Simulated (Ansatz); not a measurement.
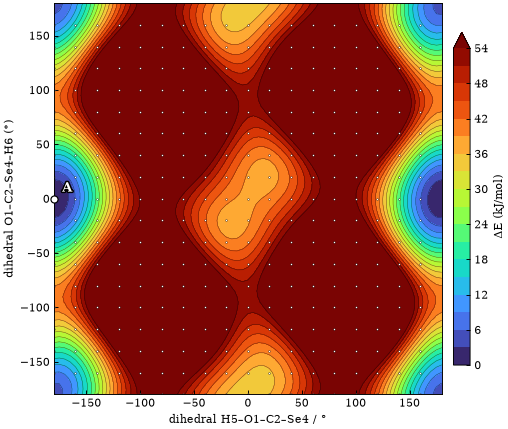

CH₂OSSe, SMILES OC(=S)[SeH]. Coordinates scanned: (1) dihedral H5–O1–C2–Se4; (2) dihedral O1–C2–Se4–H6. Nothing is relaxed (all other coordinates rigid). The scan uses an 18 × 18 grid; 164 points were computed and 160 follow by symmetry. Energies are in kJ/mol, from the lowest grid point. All numbers below come from Ansatz 0.2.0, RKS PBE0-D4/def2-SVP.

In the figure: filled contours, dots at the grid points, one colour for all values above the top of the scale, the well A. Between grid points the surface is interpolated.

Estimate the position of the minimum and the force constants in these coordinates. Take the well at A.

The interpolated minimum is at dihedral H5–O1–C2–Se4 ≈ −180°, dihedral O1–C2–Se4–H6 ≈ 0°. The curvatures there are about 1.1 eV/rad² and 0.66 eV/rad², with a cross term of about −0.07 eV/rad². Round the minimum the two coordinates are weakly coupled (coupling −0.08 in units of the two stiffnesses). (1 eV is 96.5 kJ/mol.)
